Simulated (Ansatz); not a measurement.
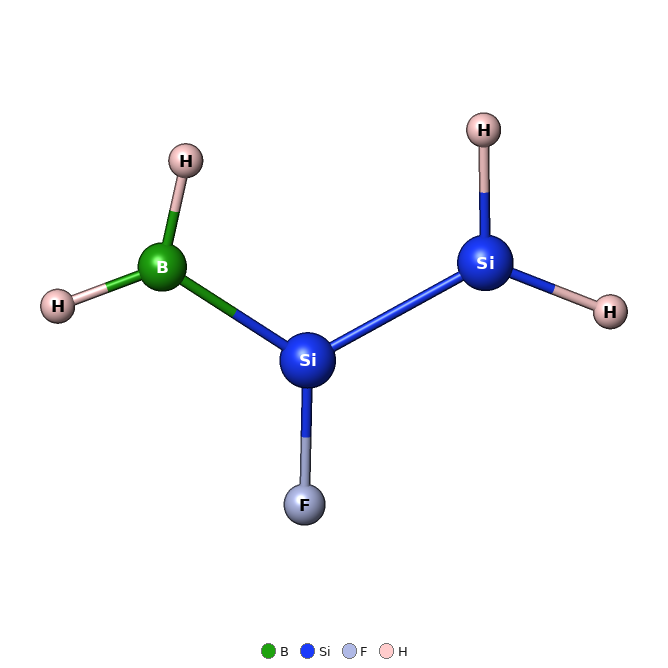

The structure as it stands in the input.

Input file:

```yaml
crystal:
  periodic: [false, false, false]
  atoms:
    - {symbol: B, position_ang: [-0.621018, 1.886455, -0.184456]}
    - {symbol: Si, position_ang: [0.541418, 0.289430, 0.680078]}
    - {symbol: F, position_ang: [1.702429, 0.504961, 2.029625]}
    - {symbol: Si, position_ang: [0.242343, -1.923764, -0.246844]}
    - {symbol: H, position_ang: [-1.418034, 1.478262, -1.180742]}
    - {symbol: H, position_ang: [-0.593039, 3.167239, 0.190478]}
    - {symbol: H, position_ang: [-0.840780, -2.067910, -1.490605]}
    - {symbol: H, position_ang: [0.986681, -3.334674, 0.202467]}
basis:
  gaussian: {orbitals: def2-SVP}
hamiltonian: {xc: pbe, dispersion: d4}
relax: {f_tol: 0.03, max_steps: 250}
```

It was started with:

```sh
ansatz run in.yaml --threads 2 --pin off --events-out ev --progress --plain --max-ram 4352MiB
```

Output:

```
Functional definition: PBE
  name "PBE"
  cite "Perdew, Burke & Ernzerhof, Phys. Rev. Lett. 77, 3865 (1996) doi:10.1103/PhysRevLett.77.3865"
  parent pbe
  parameter kappa = 0.804
  parameter beta = 0.06672455060314922
  exchange = pbe_x(kappa = kappa, mu = beta*pi^2/3)
  correlation = pbe_c(beta = beta)
926 factors; their error is unknown
mean field evaluation 1: about -19181.4782 eV, gradient 5.2e1 eV
mean field evaluation 2: about -19013.3296 eV, gradient 1.9e2 eV
mean field evaluation 4: about -19188.7286 eV, gradient 2.3e1 eV
mean field evaluation 8: about -19191.3430 eV, gradient 3.1e-1 eV
mean field evaluation 16: about -19191.2608 eV, gradient 7.9e-5 eV
mean field -19191.26078824 eV, -705.2658256642 hartree, gradient 2.2e-5 eV, S^2 0.000000; 1 other end points of the search recorded, 0 dependent functions left out
the calculation of the forces begins
reference -19191.26082455 eV, -705.2658269985 hartree; 23, 23 occupied and 61, 61 virtual orbitals, 926 factors
relax step   1: F+E_penalty+E_count = -19191.43683144 eV  Δ(F+E_penalty+E_count) = +0.000e0 eV  max|allowed force component| = 2.399e0 eV/Å  Δτ_max = 0.0000 Å  (79 SCF iters, accepted)
these checks for a lower state are left out or cut short: starts, cluster_reference, orbital_swaps, neighbouring_geometries, increment
926 factors; their error is unknown
mean field evaluation 32: about -19192.5482 eV, gradient 9.4e-6 eV
mean field -19192.54818002 eV, -705.3131364394 hartree, gradient 9.4e-6 eV, S^2 0.000000; 1 other end points of the search recorded, 0 dependent functions left out
the calculation of the forces begins
reference -19192.54821519 eV, -705.3131377319 hartree; 23, 23 occupied and 61, 61 virtual orbitals, 926 factors
relax step   2: F+E_penalty+E_count = -19192.72710881 eV  Δ(F+E_penalty+E_count) = -1.290e0 eV  max|allowed force component| = 1.625e0 eV/Å  Δτ_max = 0.1949 Å  (65 SCF iters, accepted)
these checks for a lower state are left out or cut short: starts, cluster_reference, orbital_swaps, neighbouring_geometries, increment
926 factors; their error is unknown
mean field -19192.80070737 eV, -705.3224166484 hartree, gradient 1.7e-5 eV, S^2 0.000000; 0 other end points of the search recorded, 0 dependent functions left out
the calculation of the forces begins
reference -19192.80074171 eV, -705.3224179101 hartree; 23, 23 occupied and 61, 61 virtual orbitals, 926 factors
relax step   3: F+E_penalty+E_count = -19192.98702949 eV  Δ(F+E_penalty+E_count) = -2.599e-1 eV  max|allowed force component| = 3.158e-1 eV/Å  Δτ_max = 0.1954 Å  (31 SCF iters, accepted)
these checks for a lower state are left out or cut short: starts, cluster_reference, orbital_swaps, neighbouring_geometries, increment
926 factors; their error is unknown
mean field -19192.81289596 eV, -705.3228645709 hartree, gradient 1.7e-5 eV, S^2 0.000000; 0 other end points of the search recorded, 0 dependent functions left out
the calculation of the forces begins
reference -19192.81293046 eV, -705.3228658387 hartree; 23, 23 occupied and 61, 61 virtual orbitals, 926 factors
relax step   4: F+E_penalty+E_count = -19192.99815155 eV  Δ(F+E_penalty+E_count) = -1.112e-2 eV  max|allowed force component| = 2.643e-2 eV/Å  Δτ_max = 0.0357 Å  (31 SCF iters, accepted)
926 factors; their error is unknown
mean field evaluation 64: about -19192.8759 eV, gradient 1.5e0 eV
mean field -19192.81289596 eV, -705.3228645709 hartree, gradient 1.7e-5 eV, S^2 0.000000; 1 other end points of the search recorded, 0 dependent functions left out
the calculation of the forces begins
reference -19192.81293046 eV, -705.3228658387 hartree; 23, 23 occupied and 61, 61 virtual orbitals, 926 factors
Total energy: -19192.99818604 eV, -705.3296738557 hartree
Atom 0 at    -0.566898     1.719751    -0.169006 Å, force    -0.012805     0.006500    -0.012488 eV/Å
Atom 1 at     0.456523     0.266385     0.579432 Å, force     0.022991     0.003150     0.026425 eV/Å
Atom 2 at     1.526914     0.435750     1.815774 Å, force     0.001580    -0.005055     0.000398 eV/Å
Atom 3 at     0.220627    -1.753873    -0.225397 Å, force    -0.003649     0.014728    -0.000114 eV/Å
Atom 4 at    -1.306053     1.394609    -1.078632 Å, force     0.003623    -0.013045     0.000519 eV/Å
Atom 5 at    -0.501753     2.868992     0.211990 Å, force    -0.001389     0.001822    -0.001058 eV/Å
Atom 6 at    -0.749248    -1.929544    -1.351607 Å, force    -0.006171    -0.008842    -0.009235 eV/Å
Atom 7 at     0.919888    -3.002072     0.217448 Å, force    -0.004181     0.000743    -0.004448 eV/Å
Dipole moment:    -0.072232    -0.305206    -0.162300 e Å
```
